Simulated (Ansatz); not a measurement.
A series of calculations on InH3Se

### Relaxation

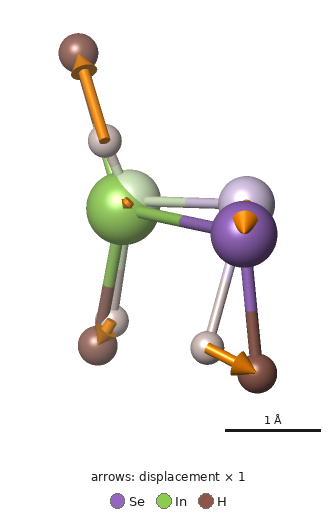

This is a relaxation of InH3Se (coarse preliminary run). The starting structure is drawn faded, the final one solid; orange arrows show the displacements, at their true length. The two geometries are superimposed by the best rigid fit.

Style: ball-and-stick. Shown from a free direction.

Method: RKS PBE-D4/def2-SVP in Ansatz. (force threshold 0.03 eV/Å; at most 250 steps)

Question: Atoms of which element are displaced furthest, and by how much?

Answer: Hydrogen: up to 1.13 Å, against 0.60 Å for selenium.

Question: What happened in the run?

Answer: The atom that moves furthest after the best rigid fit is an H atom (1.13 Å). By element the largest moves are H 1.13 Å, Se 0.60 Å, In 0.11 Å. Some distances before and after: H–In 0.720 → 1.733 Å, In–Se 2.055 → 2.545 Å, H–In 1.539 → 1.733 Å, H–Se 1.570 → 1.486 Å. Among the angles between lasting bonds that change: Se–In–H 89.1° → 113.7°, H–In–H 148.2° → 130.0°, In–Se–H 85.8° → 92.1°. Groups turn about In–Se by about 35°. The optimiser took 12 steps.

### Relaxation

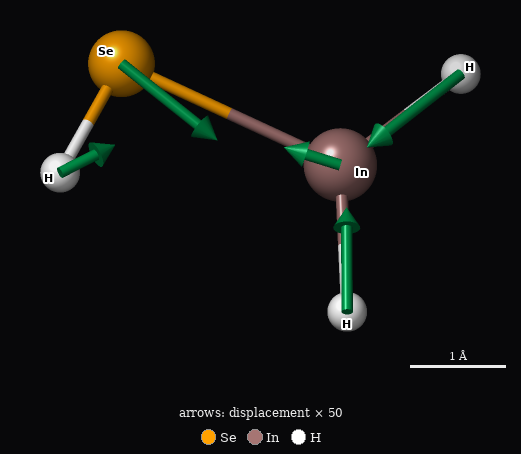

A relaxation of InH$_{3}$Se. The starting structure is drawn; green arrows show the displacements, magnified 50 times. The two geometries are superimposed by the best rigid fit.

Style: ball-and-stick. Shown at a tilt.

Computed with RKS PBE0-D4/def2-TZVP in Ansatz 0.2.0. (force threshold 0.005 eV/Å; at most 200 steps)

### Describe the change and its energy.

The largest move after the best rigid fit is that of an H atom, 0.027 Å. Largest moves by element: H 0.027 Å, Se 0.026 Å, In 0.013 Å. Some distances before and after: In–Se 2.545 → 2.508 Å, H–In 1.733 → 1.712 Å, H–Se 1.486 → 1.468 Å. After 3 accepted moves (4 points after the start) the energy has fallen by 0.016 eV. The largest force component goes from 0.45 to 0.0011 eV/Å. The line search rejected the trial step at point 3 of the run. The run took of the order of 50 core-seconds on a shared host.

### A change

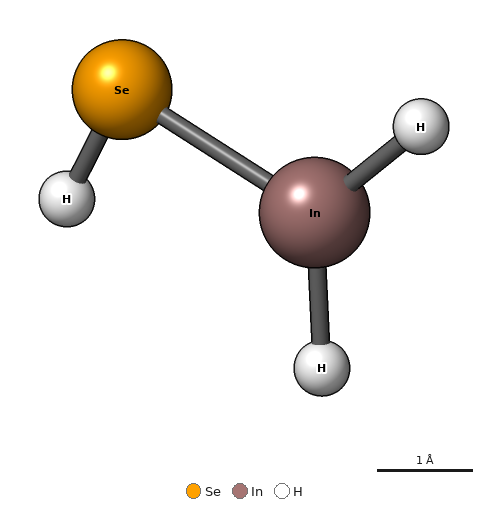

This is InH$_{3}$Se. A ball-and-stick model, seen at a tilt.

The calculation used Ansatz 0.2.0, RHF-CCSD(T), frozen core/def2-TZVPP. 

Now this is done to it. All atoms are moved at random (σ = 0.04 Å) from the PBE0-D4/def2-TZVP minimum.

The input:
```yaml
crystal:
  periodic: [false, false, false]
  atoms:
    - {symbol: Se, position_ang: [1.168665, -0.997031, 1.020505]}
    - {symbol: In, position_ang: [-0.144939, 0.633924, -0.386172]}
    - {symbol: H, position_ang: [0.102412, -2.024461, 0.804627]}
    - {symbol: H, position_ang: [-1.670323, 0.144745, -0.948715]}
    - {symbol: H, position_ang: [0.642891, 2.150009, -0.421740]}
basis:
  gaussian: {orbitals: def2-TZVPP}
correlation: {method: ccsd_t}
output: {forces: true}
```

Question: What does the calculation give for the changed structure?

Answer: The energy rises by 3.09 kJ/mol. The largest force is 0.81 eV/Å, on Se1. The forces point partly back along the displacements (cosine −0.49). At other levels of theory the same distortion costs 1.70 kJ/mol (RKS PBE-D4/def2-TZVPP), 2.60 kJ/mol (RKS r2SCAN-D4/def2-TZVPP), 2.86 kJ/mol (RKS PBE0-D4/def2-TZVPP), 3.26 kJ/mol (RKS wB97M-V/def2-TZVPP). Among the bonded contacts that change: Se1–H3 1.468 → 1.496 Å, Se1–In2 2.508 → 2.523 Å, In2–H4 1.712 → 1.698 Å. Among the angles between lasting bonds that change: Se1–In2–H5 114.2° → 110.2°, In2–Se1–H3 92.9° → 89.6°.

### A change

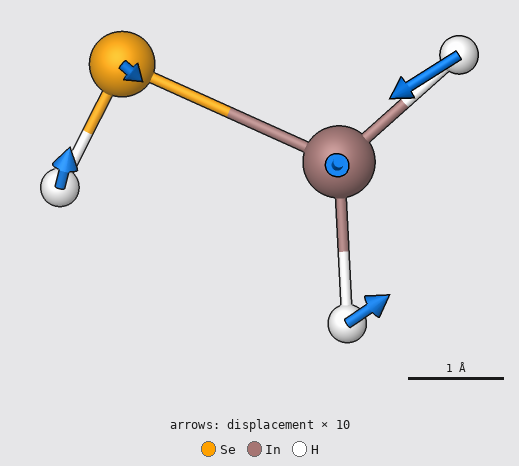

InH$_{3}$Se. The blue arrows show how the atoms are displaced, magnified 10 times. A ball-and-stick model, seen face on.

Method: Ansatz 0.2.0, RKS PBE-D4/def2-TZVPP. 

Question: What was done to the structure, and with what result?

Answer: All atoms are moved at random (σ = 0.06 Å) from the PBE0-D4/def2-TZVP minimum. The energy rises by 2.81 kcal/mol. The largest force is 1.6 eV/Å, on the Se atom. The forces point partly back along the displacements (cosine −0.65). At other levels of theory the same distortion costs 1.90 kcal/mol (RKS r2SCAN-D4/def2-TZVPP), 2.02 kcal/mol (RKS PBE0-D4/def2-TZVPP), 1.58 kcal/mol (RKS wB97M-V/def2-TZVPP), 1.69 kcal/mol (RHF-CCSD(T), frozen core/def2-TZVPP). Among the bonded contacts that change: H–In 1.712 → 1.643 to 1.672 Å, H–Se 1.468 → 1.415 Å, In–Se 2.508 → 2.477 Å. Bond angles that change, for instance: Se–In–H 116.6° → 118.7°.

### Distortion

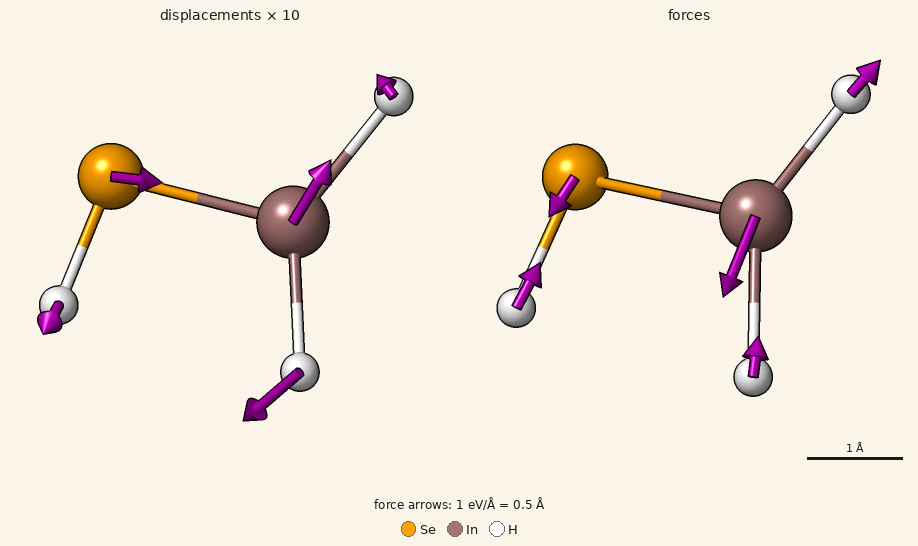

Left: InH$_{3}$Se, with purple arrows for the displacements applied to it. Right: the displaced structure with the computed forces. A ball-and-stick model, seen at a tilt.

Method: RKS PBE0-D4/def2-TZVPP (Ansatz). 

Where do the forces point?

Answer. All atoms are moved at random (σ = 0.06 Å) from the PBE0-D4/def2-TZVP minimum. The energy rises by 2.87 kcal/mol. The largest force is 1.9 eV/Å, on the In atom. The forces point partly back along the displacements (cosine −0.60). At other levels of theory the same distortion costs 2.40 kcal/mol (RKS PBE-D4/def2-TZVPP), 2.81 kcal/mol (RKS r2SCAN-D4/def2-TZVPP), 3.08 kcal/mol (RKS wB97M-V/def2-TZVPP), 3.03 kcal/mol (RHF-CCSD(T), frozen core/def2-TZVPP). Some distances before and after: H–In 1.712 → 1.638 to 1.794 Å, H–Se 1.468 → 1.525 Å. Bond angles that change, for instance: Se–In–H 116.6° → 110.4°, H–In–H 129.2° → 135.2°.
